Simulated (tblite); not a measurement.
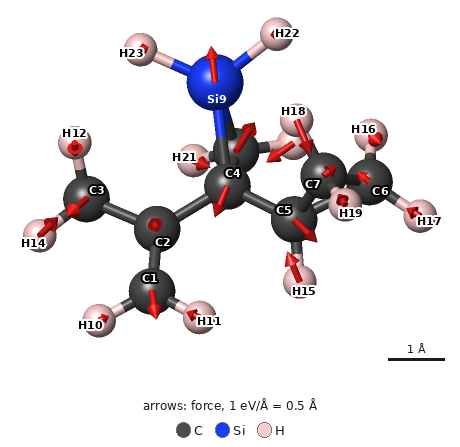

Starting geometry of C$_{8}$H$_{14}$Si with the computed forces as red arrows. The picture is a ball-and-stick view, seen at a tilt.

Level of theory: GFN2-xTB geometry optimisation, gas phase (tblite). 

Is this structure relaxed? If not, where do the atoms go?

Answer. It isn't relaxed: the largest force vector, on a C atom, is 1.74 eV/Å. The final displacements have little in common with the starting forces (cosine between the two patterns 0.16). The largest move after the best rigid fit is that of an H atom, 0.97 Å. Largest moves by element: H 0.97 Å, C 0.59 Å, Si 0.16 Å. Near-neighbour distances that change, for instance: C–Si 1.873 → 1.917 Å, C–H 1.129 → 1.087 Å, C–C 1.518 → 1.542 Å, C–C 1.522 → 1.497 Å. Bond angles that change, for instance: Si–C–H 111.6° → 119.0°, C–C–C 115.2° → 122.0°, H–C–H 113.8° → 108.1°. Groups turn about C–C by about 25°. Over 148 geometry steps the energy falls by 0.673 eV. The run took 2.5 s on 1 thread of Arm Neoverse N1, with other jobs on the host.
